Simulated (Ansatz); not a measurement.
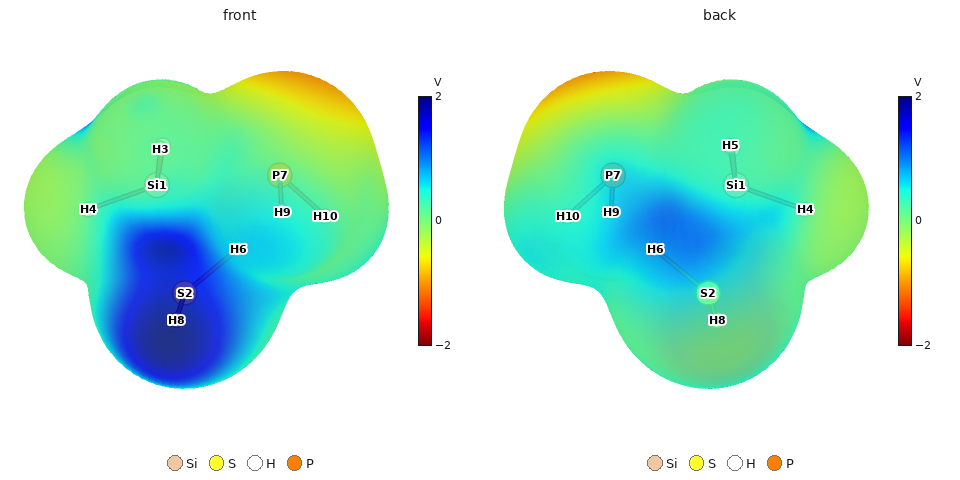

Figure 1: H$_{3}$Si···H$_{2}$S···H$_{2}$P. The molecular electrostatic potential painted on the density surface at 0.002 e/bohr³, seen from the front and from behind; the colour scale runs from red (negative) to blue (positive).

A transition-state structure; geometry: PBE0-D4/def2-TZVP.

Computed with RKS PBE0-D4/def2-TZVPP (Ansatz).

Input

```
crystal:
  periodic: [false, false, false]
  atoms:
    - {symbol: Si, position_ang: [-0.713297, 0.746854, -0.570605]}
    - {symbol: S, position_ang: [0.148251, 0.862775, 1.716152]}
    - {symbol: H, position_ang: [-0.196756, 0.494926, -1.951320]}
    - {symbol: H, position_ang: [-0.677466, 2.245150, -0.552751]}
    - {symbol: H, position_ang: [-2.110605, 0.337242, -0.314928]}
    - {symbol: H, position_ang: [0.280049, -0.435735, 0.906594]}
    - {symbol: P, position_ang: [0.098850, -1.692352, -0.501498]}
    - {symbol: H, position_ang: [1.359124, 1.244262, 1.276449]}
    - {symbol: H, position_ang: [1.477051, -1.459242, -0.754019]}
    - {symbol: H, position_ang: [0.334698, -2.343880, 0.745925]}
basis:
  gaussian: {orbitals: def2-TZVPP}
hamiltonian: {xc: pbe0, dispersion: d4}
output: {orbitals: {seedname: orbitals}}
```

Command:

```sh
ansatz run in.yaml --threads 4 --pin off --events-out ev --progress --plain --max-ram 9574MiB
```

Describe the electrostatic potential map.

The most negative region (about −1.0 V, or −23 kcal/mol for a unit charge) lies over P7, the most positive (about +1.9 V, or +44 kcal/mol for a unit charge) over H8.
